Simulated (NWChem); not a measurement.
**One shape, several levels: SiBr2ClF (dibromochlorofluorosilane)**

Wanted: a comparison of 3 runs (HF/STO-3G, HF/3-21G, B3LYP/6-31G*) of SiBr2ClF (dibromochlorofluorosilane). 

The results are computed with NWChem 7.3.0.

## (1) The molecule

SiBr2ClF has 5 atoms, charge 0, and is taken as a singlet. As SMILES, `F[Si](Cl)(Br)Br`. Geometry: relaxed at PBE0-D4/def2-TZVP.

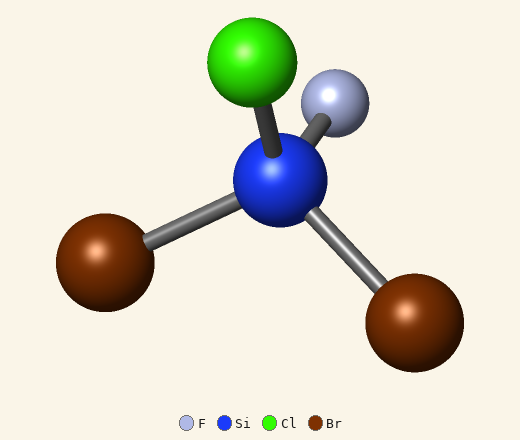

Viewed from a chosen angle; fluorine light blue, silicon blue, chlorine green, bromine brown.

## (2) Energy and forces at HF/STO-3G (run 1)

br2clfsi.nw

```
start br2clfsi
memory 2200 mb

geometry noautosym nocenter noautoz
F      0.841900    -1.079600     0.955800
Si     0.034300    -0.063700     0.059200
Cl    -1.526500     0.619700     1.140500
Br    -0.667100    -1.125900    -1.712800
Br     1.367200     1.575900    -0.484000
end

basis spherical bse
* library STO-3G
end

scf
thresh 1e-08
maxiter 80
end

task scf gradient
```

Started as:

```console
$ nwchem br2clfsi.nw > br2clfsi.out
```

What it wrote:

```text
[...]
  functions       =    59
[...]
  wavefunction    = RHF
[...]
         Total SCF energy =  -5927.728851693077
      One-electron energy =  -9968.298073065573
      Two-electron energy =   3199.249827011246
 Nuclear repulsion energy =    841.319394361249
        Time for solution =      4.0s
[...]
                         RHF ENERGY GRADIENTS
    atom               coordinates                        gradient
                 x          y          z           x          y          z
   1 F       1.590960  -2.040148   1.806200   -0.009258   0.013014  -0.013291
   2 Si      0.064818  -0.120376   0.111872   -0.017711   0.001683   0.025685
   3 Cl     -2.884667   1.171063   2.155232    0.027262  -0.011766  -0.019264
   4 Br     -1.260636  -2.127642  -3.236723    0.003752   0.003711   0.005783
   5 Br      2.583633   2.978019  -0.914627   -0.004045  -0.006642   0.001087
[...]
```

Wall time 6.6 s (1 thread of Intel Xeon 6975P-C (Granite Rapids), shared host); peak memory 0.097 GiB.

## (3) Energy and gradient at HF/3-21G (run 2)

test.nw

```
start test
title "Br2ClFSi"
memory stack 880 mb heap 220 mb global 1100 mb

geometry noautosym nocenter noautoz
   F     0.841900   -1.079600    0.955800
   Si    0.034300   -0.063700    0.059200
   Cl   -1.526500    0.619700    1.140500
   Br   -0.667100   -1.125900   -1.712800
   Br    1.367200    1.575900   -0.484000
end

basis spherical bse
   * library 3-21G
end

scf
   thresh 1e-08
   maxiter 80
   print low
end

task scf gradient
```

Started as:

```console
$ nwchem test.nw > test.out
```

What it wrote:

```text
[...]
  functions       =    79
[...]
  wavefunction    = RHF
[...]
         Total SCF energy =  -5963.850152198451
      One-electron energy =  -9987.569344632526
      Two-electron energy =   3182.399798072825
 Nuclear repulsion energy =    841.319394361249
        Time for solution =      4.8s
[...]
                         RHF ENERGY GRADIENTS
    atom               coordinates                        gradient
                 x          y          z           x          y          z
   1 F       1.590960  -2.040148   1.806200   -0.019149   0.024899  -0.023047
   2 Si      0.064818  -0.120376   0.111872   -0.007623  -0.002091   0.017270
   3 Cl     -2.884667   1.171063   2.155232    0.035943  -0.015166  -0.026159
   4 Br     -1.260636  -2.127642  -3.236723    0.010884   0.016722   0.025306
   5 Br      2.583633   2.978019  -0.914627   -0.020054  -0.024364   0.006630
 Task  times  cpu:        6.8s     wall:        6.8s
 Total times  cpu:        6.8s     wall:        6.8s
```

Wall time 7.5 s (1 thread of Intel Xeon 6975P-C (Granite Rapids), shared host); peak memory 0.099 GiB.

## (4) Energy and gradient at B3LYP/6-31G(d) (Cartesian functions) (run 3)

test.nw

```
start test
memory 2200 mb
charge 0

geometry units atomic noautosym nocenter noautoz
F    1.59096042  -2.04014832   1.80620023
Si   0.06481761  -0.12037555   0.11187179
Cl  -2.88466693   1.17106328   2.15523265
Br  -1.26063630  -2.12764264  -3.23672291
Br   2.58363356   2.97801940  -0.91462744
end

basis cartesian
* library 6-31G*
end

dft
xc b3lyp
grid fine
convergence energy 1e-08
maxiter 100
mulliken
print low
end

task dft gradient
```

Started as:

```console
$ nwchem test.nw > test.out
```

What it wrote:

```text
[...]
 d= 0,ls=0.0,diis     1  -5997.3783791871 -6.84D+03  1.69D-02  3.38D+00     4.2
[...]
 d= 0,ls=0.0,diis     8  -5997.4968474093 -4.90D-09  9.58D-06  2.33D-06    24.3
         Total DFT energy =    -5997.496847409318
      One electron energy =   -10016.954842249648
           Coulomb energy =     3420.554205121150
    Exchange-Corr. energy =     -242.415543853038
 Nuclear repulsion energy =      841.319333572218
[...]
      Total Density - Mulliken Population Analysis
     ---------------------------------------------
    Atom       Charge   Shell Charges
 -----------   ------   -------------------------------------------------------
    1 F    9     9.30   1.99  0.96  3.32  0.91  2.03  0.08
    2 Si  14    13.23   2.00  1.99  5.96  1.04  1.61  0.00  0.33  0.31
    3 Cl  17    17.15   2.00  1.99  5.97  1.46  3.65  0.54  1.56 -0.02
    4 Br  35    35.16   2.00  1.99  6.00  1.93  5.99  1.62  3.87  0.36  1.32  7.02  2.95  0.12
    5 Br  35    35.16   2.00  1.99  6.00  1.93  5.99  1.62  3.87  0.36  1.32  7.02  2.95  0.12
[...]
                         DFT ENERGY GRADIENTS
    atom               coordinates                        gradient
                 x          y          z           x          y          z
   1 F       1.590960  -2.040148   1.806200   -0.008175   0.010600  -0.009776
   2 Si      0.064818  -0.120376   0.111872    0.002010  -0.004213   0.005981
   3 Cl     -2.884667   1.171063   2.155233    0.008881  -0.003753  -0.006451
   4 Br     -1.260636  -2.127643  -3.236723    0.003316   0.004890   0.007941
   5 Br      2.583634   2.978019  -0.914627   -0.006032  -0.007523   0.002304
 Task  times  cpu:       38.9s     wall:       38.9s
 Total times  cpu:       38.9s     wall:       38.9s
```

Wall time 40 s (1 thread of Intel Xeon 6975P-C (Granite Rapids), shared host); peak memory 0.12 GiB.

## (5) Overview of the runs

```
run                               level  Cartesian functions  iteration cap   energy (Eh)  largest force (eV/Å)  wall time
  1                           HF/STO-3G                   no             80  -5927.728852                 1.820      6.6 s
  2                            HF/3-21G                   no             80  -5963.850152                 2.415      7.5 s
  3  B3LYP/6-31G* (Cartesian functions)                  yes            100  -5997.496847                 0.852       40 s
```

## (6) What came out

```
                       quantity           value
            run 3: total energy  -5997.49685 Eh
run 3: largest force on an atom      0.852 eV/Å
```

In run 1 the basis is minimal, so the values are rough. All runs together took 54 s, the longest 40 s.
